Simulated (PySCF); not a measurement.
## Electronic structure of C₅H₉BF₂Si in real space

```xyz
18

C    -2.1613    0.9669    0.2268
Si   -2.1318   -0.6732   -0.7215
C    -0.8203   -1.8263    0.0734
C     0.4630   -1.1713    0.1210
C     1.5182   -0.6033    0.1621
C     2.7814    0.1295    0.1910
B     2.5028    1.6172   -0.2720
F     1.6959    2.4309    0.3793
F     3.0187    2.1473   -1.3633
H    -2.8178    1.6871   -0.2525
H    -2.5104    0.8340    1.2476
H    -1.1669    1.4039    0.2743
H    -3.4288   -1.3609   -0.6383
H    -1.7756   -0.4535   -2.1283
H    -1.1161   -2.0990    1.0887
H    -0.7326   -2.7504   -0.5005
H     3.5004   -0.3695   -0.4621
H     3.1724    0.0970    1.2123
```

Geometry: GFN2-xTB.

Computed with PBE0/pcSseg-1, SCF density, gas phase, non-relativistic (PySCF 2.14.0).

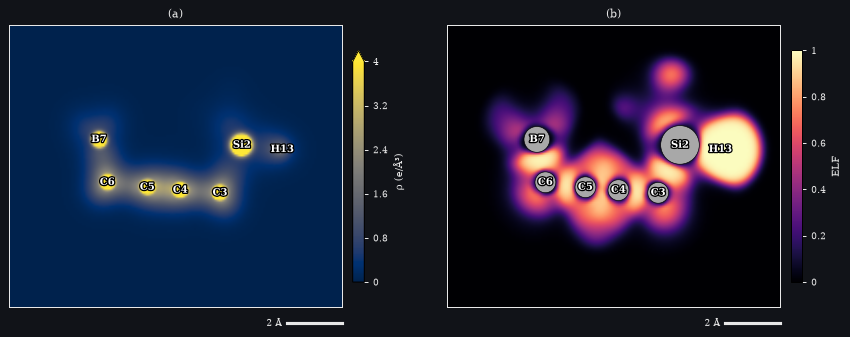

Figure 1. (a) electron density; (b) ELF on the plane of atoms C5, C6 and B7. Grey discs cover the atomic cores in the ELF map.

Q: Interpret the plot.

A: The plane passes through Si, C, B and H nuclei.
C–C (1.20 Å): ρ at the midpoint is about 2.7 e/Å³; the ELF peaks at about 0.80 between the atoms; a short, multiple covalent bond.
C–B (1.58 Å): ρ is about 1.4 e/Å³ halfway; the ELF peaks at about 1 between the atoms (localised, covalent bonding).
C–Si (1.92 Å): ρ at the midpoint is about 0.89 e/Å³; the ELF peaks at about 0.95 between the atoms, as expected for a shared electron pair.
Si–H (1.47 Å): ρ at the midpoint is about 0.8 e/Å³; the ELF climbs to about 1 towards the hydrogen, as it does in any bond to H.

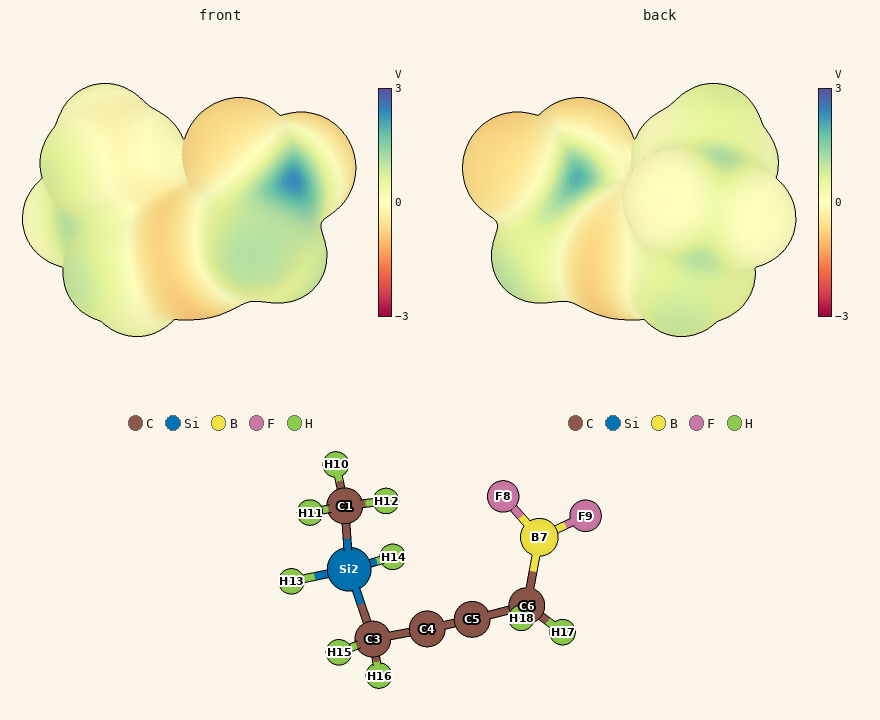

Figure 2. The molecular electrostatic potential painted on the density surface at 0.002 e/bohr³, seen from the front and from behind; the colour scale runs from red (negative) to blue (positive). The bare structure is drawn below in the same view.

Q: Where is the surface potential most negative and most positive?

A: The most negative region (about −0.8 V, or −18 kcal/mol for a unit charge) lies over C4, C5, F8 and F9, the most positive (about +2.2 V, or +51 kcal/mol for a unit charge) over B7.
